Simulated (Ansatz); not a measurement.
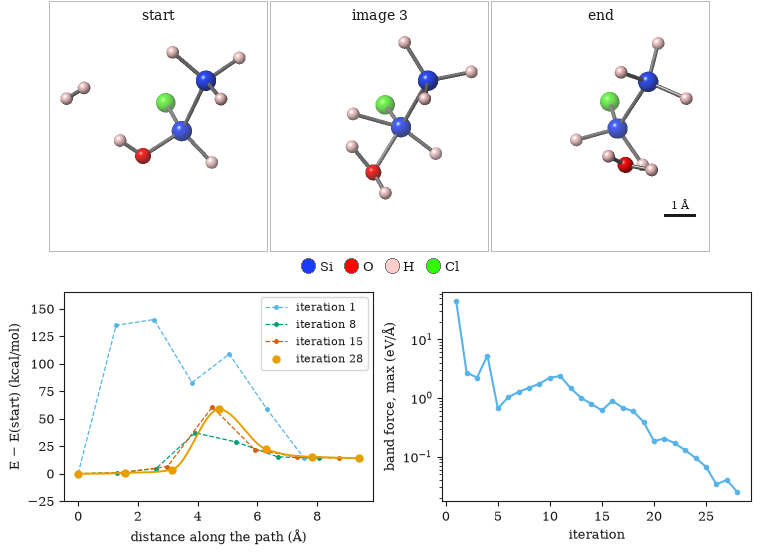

A nudged-elastic-band calculation for Si2H7OCl, made up at the start of Si₂H₅OCl and H₂. Images are numbered from 0 (start) to 6 (end). The plot follows the band through its iterations. The picture is a ball-and-stick view, seen from a free direction.

Computed with RKS CAM-B3LYP/6-31G* (Ansatz 0.2.0). Set-up: 5 movable images; climbing image; force threshold 0.03 eV/Å; iteration limit 60; spring constant 20.0 eV/Å²; starting path through a guess of the saddle point.

Q: Judge this run.

A: The run is converged, with reservations. The band converged in 28 iterations. The largest component of the band force went from 45 to 0.025 eV/Å. The climbing image converged on the top of the path. Its curvatures weren't checked. The first iteration put the highest image at 140.3 kcal/mol. The highest point, image 3, lies 58.6 kcal/mol above the start and 44.5 kcal/mol above the end; the end is at +14.2 kcal/mol relative to the start.

Limits of the set-up: the start holds two separate molecules, 2.3 Å apart at their closest, whose relative position is a soft coordinate and is computed without a dispersion correction.

Cost: 5.9 min on 2 threads of Arm Neoverse V2 (shared host), peak memory 0.21 GiB.
